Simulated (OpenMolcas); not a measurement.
## Eu³⁺ complex: multiconfigurational calculation (part 2 of 2)

The same run, continued: Eu³⁺ with 6 ligands (Cl; octahedron, 2.676 Å), embedded in Cs2NaYCl6 by model potentials and point charges, whose field is part of the energies. Method: state-averaged CASSCF, active space 6 electrons in the shell 4f, basis ANO-RCC-VDZP on the metal and ANO-RCC-VDZP on the ligands, DKH2 scalar Hamiltonian, spin-orbit coupling by RASSI with atomic mean-field integrals (OpenMolcas).

### Log (extracts), continued
```
--- RASSI ---
SPIN-FREE ENERGIES:
  (Shifted by EMIN (a.u.) =     -13601.6654141726)

 SF State       Relative EMIN(au)   Rel lowest level(eV)    D:o, cm**(-1)

     1             0.0000000000        0.0000000000              0.0000
     2             0.0000000000        0.0000000000              0.0000
     3             0.0000000000        0.0000000000              0.0000
     4             0.0011877963        0.0323215830            260.6911
     5             0.0015734649        0.0428161614            345.3356
     6             0.0015734649        0.0428161614            345.3356
     7             0.0015734649        0.0428161614            345.3356
     8             0.1105319445        3.0077274352          24258.9578
     9             0.1105319445        3.0077274352          24258.9578
    10             0.1105319445        3.0077274352          24258.9578
    11             0.1109277507        3.0184978700          24345.8272
    12             0.1109277507        3.0184978700          24345.8272
    13             0.1257327084        3.4213612908          27595.1398
    14             0.1257327084        3.4213612908          27595.1398
    15             0.1257327084        3.4213612908          27595.1398
    16             0.1257977449        3.4231310242          27609.4137
    17             0.1257977449        3.4231310242          27609.4137
    18             0.1259698705        3.4278148009          27647.1909
    19             0.1259698705        3.4278148009          27647.1909
    20             0.1259698705        3.4278148009          27647.1909
    21             0.1267142146        3.4480694368          27810.5555
    22             0.1267142146        3.4480694368          27810.5555
    23             0.1267142146        3.4480694368          27810.5555
    24             0.1272478419        3.4625901759          27927.6732
    25             0.1272478419        3.4625901759          27927.6732
    26             0.1273335598        3.4649226765          27946.4861
    27             0.1273335598        3.4649226765          27946.4861
    28             0.1273335598        3.4649226765          27946.4861
    29             0.1274505832        3.4681070473          27972.1698
    30             0.1320700676        3.5938096208          28986.0294
    31             0.1320700676        3.5938096208          28986.0294
    32             0.1320700676        3.5938096208          28986.0294
    33             0.1320756508        3.5939615485          28987.2548
    34             0.1320968109        3.5945373437          28991.8989
    35             0.1320968109        3.5945373437          28991.8989
    36             0.1328814819        3.6158893276          29164.1142
    37             0.1328814819        3.6158893276          29164.1142
    38             0.1328814819        3.6158893276          29164.1142
    39             0.1519893372        4.1358405596          33357.8038
    40             0.1519893372        4.1358405596          33357.8038
Eigenvalues of complex Hamiltonian:
   -----------------------------------
  (Shifted by EMIN (a.u.) =     -13601.6654141726)

 SO State       Relative EMIN(au)   Rel lowest level(eV)    D:o, cm**(-1)

     1            -0.0169894850        0.0000000000              0.0000
     2            -0.0153142876        0.0455844431            367.6633
     3            -0.0153142877        0.0455844409            367.6633
     4            -0.0153142877        0.0455844400            367.6633
     5            -0.0125611506        0.1205011181            971.9071
     6            -0.0125611505        0.1205011203            971.9071
     7            -0.0121000925        0.1330471468           1073.0976
     8            -0.0121000925        0.1330471482           1073.0976
     9            -0.0121000925        0.1330471478           1073.0976
    10            -0.0083623609        0.2347560050           1893.4349
    11            -0.0083623610        0.2347560040           1893.4349
    12            -0.0083623610        0.2347560043           1893.4349
    13            -0.0083441883        0.2352505077           1897.4233
    14            -0.0081277359        0.2411404769           1944.9291
    15            -0.0081277359        0.2411404773           1944.9291
    16            -0.0081277359        0.2411404774           1944.9291
    17            -0.0040598450        0.3518334281           2837.7280
    18            -0.0040598450        0.3518334288           2837.7280
    19            -0.0040598451        0.3518334261           2837.7280
    20            -0.0037039773        0.3615170815           2915.8319
    21            -0.0034335040        0.3688770342           2975.1939
    22            -0.0034335040        0.3688770342           2975.1939
    23            -0.0034335040        0.3688770341           2975.1939
    24            -0.0031912853        0.3754681402           3028.3548
    25            -0.0031912854        0.3754681392           3028.3548
    26             0.0012703261        0.4968747720           4007.5653
    27             0.0012703261        0.4968747722           4007.5653
    28             0.0012703261        0.4968747723           4007.5653
    29             0.0013172404        0.4981513764           4017.8618
    30             0.0013172405        0.4981513768           4017.8618
    31             0.0013172404        0.4981513754           4017.8618
    32             0.0014798924        0.5025773613           4053.5598
    33             0.0014798924        0.5025773616           4053.5598
    34             0.0020287003        0.5175111866           4174.0092
    35             0.0020287003        0.5175111863           4174.0092
    36             0.0020287003        0.5175111852           4174.0092
    37             0.0068375539        0.6483667579           5229.4306
    38             0.0068375540        0.6483667606           5229.4306
    39             0.0068865461        0.6496999047           5240.1831
    40             0.0068865462        0.6496999057           5240.1831
    41             0.0068865463        0.6496999087           5240.1832
Weights of the five most important spin-orbit-free states for each spin-orbit state.

 SO State  Total energy (au)           Spin-free states, spin, and weights
 -------------------------------------------------------------------------------------------------------
    1        -0.016989       1 3.0  0.1509    2 3.0  0.1509    3 3.0  0.1509    7 3.0  0.1253    6 3.0  0.1253
    2        -0.015314       3 3.0  0.2339    2 3.0  0.2332    5 3.0  0.1257    6 3.0  0.1257    7 3.0  0.1228
    3        -0.015314       3 3.0  0.2335    1 3.0  0.2332    5 3.0  0.1319    7 3.0  0.1257    4 3.0  0.1170
    4        -0.015314       1 3.0  0.2339    2 3.0  0.2335    6 3.0  0.1319    7 3.0  0.1257    4 3.0  0.1170
    5        -0.012561       1 3.0  0.2492    2 3.0  0.2179    3 3.0  0.2050    7 3.0  0.1957    6 3.0  0.0551
    6        -0.012561       3 3.0  0.2431    2 3.0  0.2301    1 3.0  0.1989    5 3.0  0.1509    6 3.0  0.1447
    7        -0.012100       1 3.0  0.2965    5 3.0  0.2072    6 3.0  0.2072    4 3.0  0.1891    2 3.0  0.0362
    8        -0.012100       3 3.0  0.2956    7 3.0  0.2072    4 3.0  0.1891    6 3.0  0.1078    5 3.0  0.0994
    9        -0.012100       2 3.0  0.2950    7 3.0  0.2072    4 3.0  0.1891    5 3.0  0.1078    6 3.0  0.0994
   10        -0.008362       4 3.0  0.1985    3 3.0  0.1794    2 3.0  0.1792    6 3.0  0.1477    5 3.0  0.1477
   11        -0.008362       4 3.0  0.1985    2 3.0  0.1794    1 3.0  0.1794    7 3.0  0.1477    3 3.0  0.1289
   12        -0.008362       4 3.0  0.1985    3 3.0  0.1794    1 3.0  0.1792    7 3.0  0.1477    2 3.0  0.1290
```

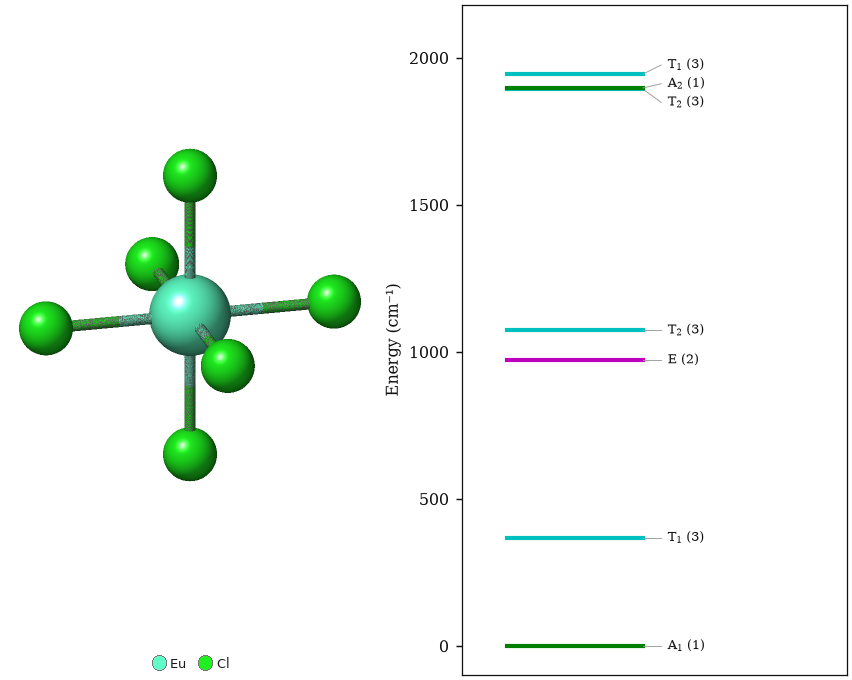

**Figure 2.** Eu³⁺ (4f⁶) as a dopant in Cs₂NaYCl₆, a cluster with its 6 nearest Cl⁻ at 2.676 Å (octahedron) embedded in model potentials and point charges; the geometry was set, not optimised, and its levels. Labels give the representation in O, Td, D4 or D3 as the site allows (double group for half-integer spin) where it could be assigned and, in brackets, the degeneracy; spin-free states, where drawn, share the zero of the spin-orbit levels. The ground level is A₁, non-degenerate, 95 % from states of spin multiplicity 7 (of the 140 states of multiplicity 5, 77 enter the spin-orbit step), effective J = 0.05, with |mJ| = 0 the largest share (100 %). The next level lies at 368 cm⁻¹ (T₁). The active orbitals hold 100 % metal character (Löwdin), and the Mulliken charge of the metal is +1.76.

### The input
```
&GATEWAY
Basis set
Eu.ANO-RCC-VDZP.
Eu1 0.0 0.0 0.0 Angstrom
End of basis
Basis set
Cl.ANO-RCC-VDZP.
L1 2.676000 0.000000 0.000000 Angstrom
L2 0.000000 2.676000 0.000000 Angstrom
L3 0.000000 0.000000 2.676000 Angstrom
End of basis
Basis set
Na.EMB-AIMP.Al-Abdalla.7s4p.1s1p.ECP.Cs2NaYCl6.
PseudoCharge
* 3 symmetry-unique lattice sites within 7.6 angstrom
End of basis
Basis set
Cs.EMB-AIMP.Al-Abdalla.0s.0s.ECP.Cs2NaYCl6.
PseudoCharge
* 4 symmetry-unique lattice sites within 7.6 angstrom
End of basis
Basis set
Cl.EMB-AIMP.Al-Abdalla.0s.0s.ECP.Cs2NaYCl6.
PseudoCharge
* 12 symmetry-unique lattice sites within 7.6 angstrom
End of basis
Basis set
Y.EMB-AIMP.Al-Abdalla.0s.0s.ECP.Cs2NaYCl6.
PseudoCharge
* 6 symmetry-unique lattice sites within 7.6 angstrom
End of basis
Symmetry
XYZ
AngMom=0.0 0.0 0.0
AMFI
RICD
XField
1564 Angstrom 0
* Evjen-weighted lattice charges
&SEWARD
&RASSCF
FileOrb=start.orb
Symmetry=1
Spin=7
nActEl=6 0 0
Inactive=42 39
Ras2=0 7
CIRoot=7 7 1
SDav=7
CIMx=300
Iter=150 100
PrWF=0.3
OrbListing=Nothing
MaxOrb=0
LevShft=1.0
>>> COPY $Project.JobIph JOB001
&RASSCF
FileOrb=start.orb
Symmetry=1
Spin=5
nActEl=6 0 0
Inactive=42 39
Ras2=0 7
CIRoot=140 140 1
SDav=140
CIMx=300
Iter=150 100
PrWF=0.3
OrbListing=Nothing
MaxOrb=0
CIOnly
LevShft=1.0
>>> COPY $Project.JobIph JOB002
&RASSCF
FileOrb=start.orb
Symmetry=1
Spin=3
nActEl=6 0 0
Inactive=42 39
Ras2=0 7
CIRoot=162 162 1
SDav=588
CIMx=300
Iter=150 100
PrWF=0.3
OrbListing=Nothing
MaxOrb=0
CIOnly
LevShft=1.0
>>> COPY $Project.JobIph JOB003
&RASSI
NrOfJobIphs=3 7 77 3
1 2 3 4 5 6 7
1 2 3 4 5 6 7 8 9 10 11 12 13 14 15 16 17 18 19 20 21 22 23 24 25 26 27
28 29 30 31 32 33 34 35 36 37 38 39 40 41 42 43 44 45 46 47 48 49 50 51
52 53 54 55 56 57 58 59 60 61 62 63 64 65 66 67 68 69 70 71 72 73 74 75
76 77
1 2 3
IphNames
JOB001
JOB002
JOB003
EJob
SpinOrbit
DIPRint=1.0
SOCoupling=1000.0
Subsets=2
Property=9
'ANGMOM' 1 'ANGMOM' 2 'ANGMOM' 3 'MLTPL  1' 1 'MLTPL  1' 2 'MLTPL  1' 3
'AMFI' 1 'AMFI' 2 'AMFI' 3
SOProperty=3
'ANGMOM' 1 'ANGMOM' 2 'ANGMOM' 3
```

The file start.orb holds starting orbitals from an earlier step. A driver script formed the levels outside the program, from RASSI's spin-orbit matrix and the active-space energies, averaged over the components of each term or state.

Launched with:
```bash
OMP_NUM_THREADS=1 MOLCAS_MEM=2457 MOLCAS_PROJECT=a pymolcas a.inp > a.log  # once for each step of the input, in one work folder
```

### Key numbers

- outcome: converged
- energy of the lowest spin-free term: −13601.66541 hartree
- energy of the lowest spin-orbit level: −13601.68240 hartree
- largest spread among components of a term: 0.0 cm⁻¹
- hardware: 1 thread of Arm Neoverse V1, 24 GiB of memory available, shared host
- wall time: 2.3 min
- peak memory: 0.6 GiB

### Notes

Without dynamic correlation the splittings between terms come out too large, often by 20 to 50 %. To bear in mind: high states of lower spin left out of the spin-orbit mixing; the geometry is set by hand, with no relaxation; spin-free states above about 46,000 cm⁻¹ are left out of the spin-orbit step.
